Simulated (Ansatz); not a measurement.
**CH5F2NSi: density, localisation and related maps**

Input

```
crystal:
  periodic: [false, false, false]
  atoms:
    - {symbol: C, position_ang: [-0.471429, -0.027144, 0.544481]}
    - {symbol: F, position_ang: [-0.692116, -2.008564, -2.951170]}
    - {symbol: F, position_ang: [-2.399460, -0.255617, -1.934062]}
    - {symbol: N, position_ang: [-0.106134, -0.754715, -0.658636]}
    - {symbol: Si, position_ang: [-0.838425, -0.595983, -2.181621]}
    - {symbol: H, position_ang: [0.296211, 0.704577, 0.856835]}
    - {symbol: H, position_ang: [-1.407361, 0.523695, 0.368874]}
    - {symbol: H, position_ang: [-0.655804, -0.710127, 1.391789]}
    - {symbol: H, position_ang: [0.696012, -1.369765, -0.560491]}
    - {symbol: H, position_ang: [-0.341725, 0.434107, -3.118317]}
basis:
  gaussian: {orbitals: def2-TZVPD}
total_charge: 0
hamiltonian: {xc: {name: PBE0}}
output: {forces: true, orbitals: {seedname: orbitals}}
```

Launched as:

```sh
ansatz run input.yaml --threads 2 --pin off --max-ram 4350MiB --events-out events.jsonl --progress --plain --runs-dir runs
```

Geometry: r2SCAN-D4/def2-SVP.

The calculation used isolated molecule in a Gaussian basis; Kohn-Sham density functional theory, functional PBE0 (Ansatz 0.2.0).

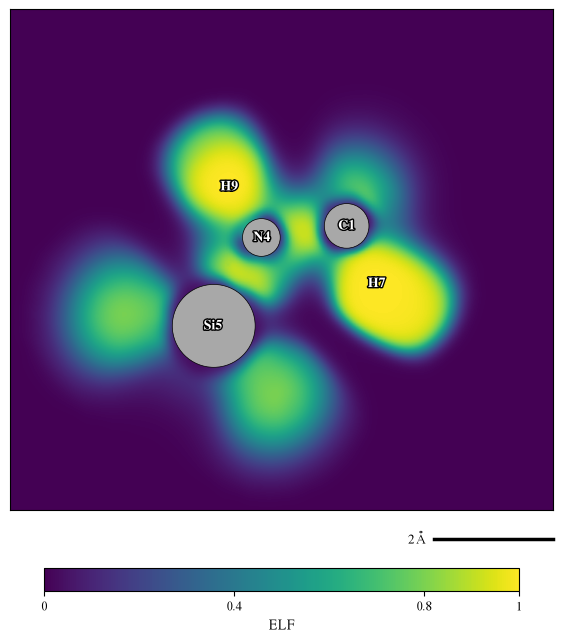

Figure 1. ELF on the plane of atoms C1, N4 and H9. Grey discs cover the atomic cores.

Read the bonding off the picture.

Answer. Atoms in the plane: C, N, Si and H.
C–N (1.45 Å): the ELF peaks at about 0.90 between the atoms; localised, covalent bonding.
Si–N (1.70 Å): the ELF peaks at about 0.90 between the atoms, as expected for a polar covalent bond.
N–H (1.02 Å): the ELF climbs to about 1 towards the hydrogen, as it does in any bond to H: an ordinary covalent bond to hydrogen.
C–H (1.10 Å): the ELF climbs to about 1 towards the hydrogen (an ordinary covalent bond to hydrogen).
The ELF also peaks beside F3 and F2, away from the bonds: lone-pair regions.

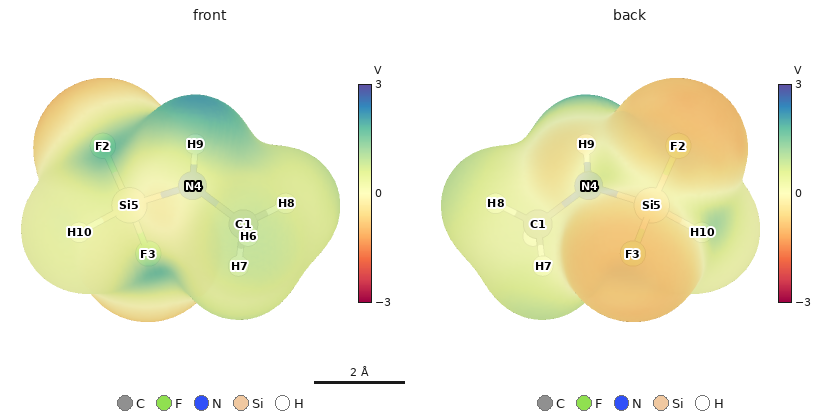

Figure 2. The electrostatic potential painted on the density surface at 0.002 e/bohr³, seen from the front and from behind; red is negative and blue positive.

Where is the surface potential most negative and most positive?

Answer. The most negative region (about −1.0 V) lies over F2 and F3, the most positive (about +2.1 V) over H9.

What dipole moment does the calculation give?

Answer. Its dipole moment is 2.68 D.

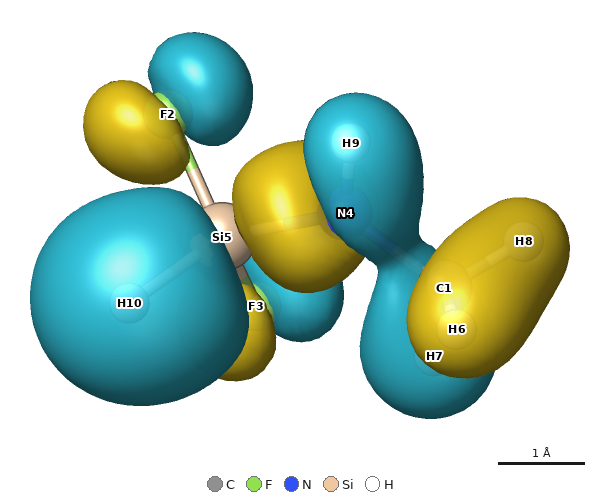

Figure 3. The HOMO−1 at ±0.08 Å⁻³ᐟ² (yellow and cyan are the two phases), seen at a tilt.

Describe this orbital and give its energy.

Answer. By Hirshfeld shares it lies mainly on H10 (about 25 %), Si5 (about 20 %), N4 (about 15 %), F2 (about 10 %), F3 (about 10 %) and C1 (about 10 %). Its energy is −10.14 eV.
